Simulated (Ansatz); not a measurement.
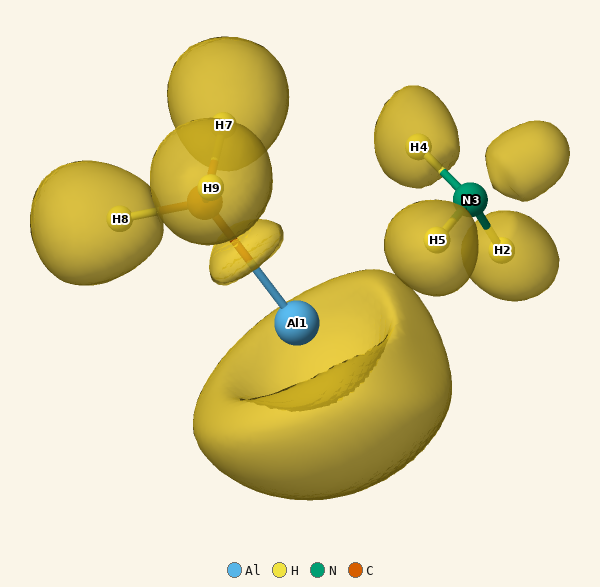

*CH₃Al···NH₃. Isosurface of the ELF at 0.9 (yellow), seen at a tilt. Only the valence region is drawn (cores and ρ < 0.01 e/Å³ removed).*

Computed with RKS PBE0-D4/def2-SVP in Ansatz 0.2.0.

Input

```
crystal:
  periodic: [false, false, false]
  atoms:
    - { symbol: Al, position_ang: [-0.883636, 0.638595, 1.017011] }
    - { symbol: H, position_ang: [1.787915, -0.028407, 1.235243] }
    - { symbol: "N", position_ang: [2.015232, -0.203061, 0.239556] }
    - { symbol: H, position_ang: [1.427552, -0.959136, -0.108968] }
    - { symbol: H, position_ang: [1.818456, 0.642667, -0.293585] }
    - { symbol: C, position_ang: [-1.351477, 0.071751, -0.846139] }
    - { symbol: H, position_ang: [-1.247172, -1.025968, -0.975081] }
    - { symbol: H, position_ang: [-2.40784, 0.314322, -1.079716] }
    - { symbol: H, position_ang: [-0.73173, 0.549237, -1.629821] }
basis:
  gaussian: { orbitals: def2-SVP }
hamiltonian:
  xc: pbe0
  dispersion: d4
relax:
  f_tol: 0.03
  max_steps: 50
output:
  orbitals: {}
```

Launched as:

```sh
ansatz run input.yaml --threads 1 --pin off --max-ram 2048MiB --backend cpu --events-out ev --progress --plain --runs-dir out
```

The fields are those of the run's last geometry, not of the input's.

Describe the localisation domains.

The ELF exceeds this value in one region between bonded Al–C atoms (shared pairs), six regions around hydrogen nuclei, one lobe on Al, pointing away from the bonds (lone pairs) and one lobe on N, pointing away from the bonds (lone pairs). Along the contacts the grid gives the following. Al1···N3 (2.92 Å): the ELF is about 0.20 at the midpoint. C–Al (2.01 Å): the ELF peaks at about 0.95 between the atoms: a polar covalent bond.
